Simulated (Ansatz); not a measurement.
The starting structures come from a database of crystals and need not be the phases stable at ambient conditions.

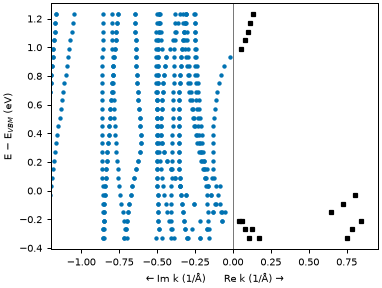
Figure: Complex bands at the centre of the two-dimensional zone; Ansatz (a first-principles code) with r2SCAN

No gap correction and no spin-orbit coupling; mid-gap values are interpolated between computed energies.

### Question
This is Ba2ZrS4 (I4/mmm, not sure to be the ambient phase, 7 atoms a cell, 28.2 Å³ an atom) along the normal of (110). Read off the slowest decay at the centre of the two-dimensional zone at 0.45 eV, the computed energy nearest the middle of the gap.

### Answer
κ ≈ 0.13 1/Å, a decay length 1/(2κ) of the density of 3.9 Å.
